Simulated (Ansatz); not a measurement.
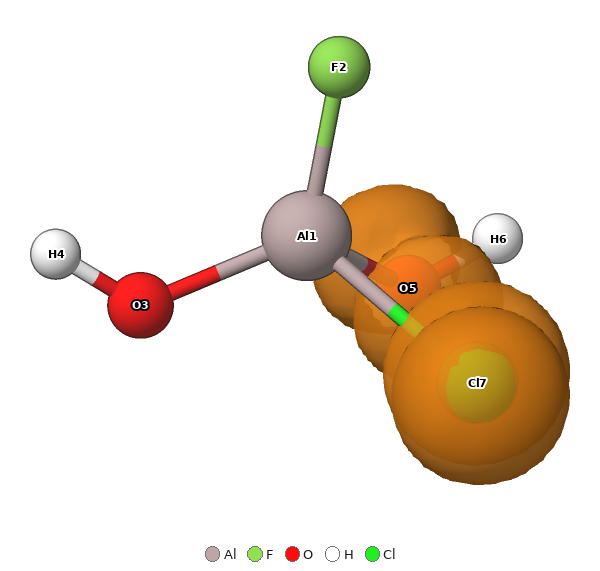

*AlClFH₂O₂ (doublet). Isosurfaces of the spin density (α minus β) at +0.03 (orange) and −0.03 e/Å³ (purple), seen at a tilt.*

Theory: UKS B3LYP/def2-SVP (Ansatz 0.2.0).

```xyz
7

Al    0.1775   -0.4432    0.4245
F     0.0595   -2.0423    0.8866
O     1.5126    0.1411   -0.4368
H     2.2514   -0.3896   -0.7453
O    -1.4241    0.2065   -0.1704
H    -2.2307   -0.2082    0.1809
Cl   -0.5561    0.9370    2.0341
```

Describe the spin distribution.

The unpaired spin (1 electron) lies mostly on O5 (about 0.5) and Cl7 (about 0.5), in electrons by Hirshfeld's partition.
